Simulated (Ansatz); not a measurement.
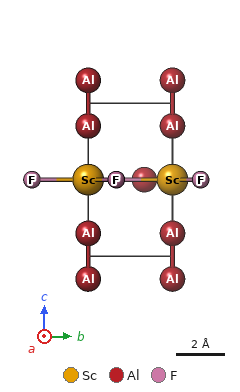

This is the input geometry for a relaxation of crystalline ScAl3F (a generated structure, set up in P-6m2) (coarse preliminary run). The picture is a ball-and-stick view of the cell of the calculation, seen along the a axis.

Theory: DFT PBE, scalar-relativistic, plane waves, PAW (Ansatz).

The input:
```yaml
crystal:
  lattice:
    - [4.06256812, 0.0, 0.0]
    - [-2.03128406, 3.51828719, 0.0]
    - [0.0, 0.0, 6.38630747]
  atoms:
    - { symbol: Sc, position: [0.0, 0.0, 0.5] }
    - { symbol: Al, position: [0.0, 0.0, 0.85093901] }
    - { symbol: Al, position: [0.0, 0.0, 0.14906099] }
    - { symbol: Al, position: [0.33333333, 0.66666667, 0.5] }
    - { symbol: F, position: [0.66666667, 0.33333333, 0.5] }
basis:
  ecutwfc: 420
kpoints:
  mp_grid: { grid: [6, 6, 4] }
hamiltonian:
  xc: pbe
scf:
  occupations: { method: gaussian, width: 0.1 }
  lower_state_search: "off"
output:
  forces: true
  stress: true
  eigenvalues: true
relax:
  adjacent_minimum: "off"
  f_tol: 0.04
  max_steps: 70
  cell: { stress_tol: 0.4 }
```

Command:
```bash
ansatz run input.yaml --threads 1 --pin off --max-ram 2560MiB --backend cpu --events-out ev --progress --plain --runs-dir out
```

Question: Predict the outcome.

Answer: The energy falls by 1223 meV per atom in 8 accepted moves (10 points after the start). The largest force component goes from 7 to 0.029 eV/Å. Pressure: 37.17 GPa at the start and 0.30 GPa at the end. At 2 points the geometry stayed and the basis and grid were re-selected for the new cell (energy shift of 94.5 meV per atom at most each time). The largest moves relative to the cell, 0.083 Å, are those of Al2 and Al3. Al3 goes along +c. F and Sc stay in place. Cell: a = b 4.063 → 4.599 Å (+13.2 %), c 6.386 → 8.197 Å (+28.4 %). Volume +64.5 %. Some distances before and after: Al2–Al3 1.904 → 2.609 Å, Sc1–Al2 2.241 → 2.794 Å, Sc1–F5 2.346 → 2.655 Å, Sc1–Al4 2.346 → 2.655 Å. The space group stays P-6m2 (No. 187).

History of the run:

```tsv
step	E − E(0), meV/atom	largest force component, eV/Å	pressure, GPa	volume, Å³/atom	note
0	0.00	6.9975	37.17	18.256	
1	-491.29	1.4839	25.15	19.803	
2	-777.57	0.6388	17.41	21.559	
3	-970.07	0.3194	10.30	23.426	
4	-1074.99	0.1267	3.80	25.602	
5	-1093.95	0.0341	0.30	27.085	
6	-1094.00	0.0148	0.01	27.224	
7	-1188.50	0.0231	3.61	27.224	same geometry, new basis
8	-1215.92	0.0485	1.35	28.917	
9	-1219.95	0.0299	0.25	30.031	
10	-1223.48	0.0293	0.30	30.031	same geometry, new basis
```

The structure at the end:

```
CELL_PARAMETERS angstrom
4.59915 0.00000 0.00000
-2.29958 3.98299 0.00000
0.00000 0.00000 8.19704
ATOMIC_POSITIONS crystal
Sc 0.00000 0.00000 0.50000
Al 0.00000 0.00000 0.84084
Al 0.00000 0.00000 0.15916
Al 0.33333 0.66667 0.50000
F 0.66667 0.33333 0.50000
```

After the run, drawn alike:

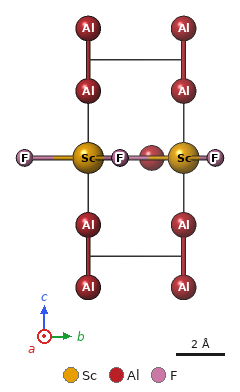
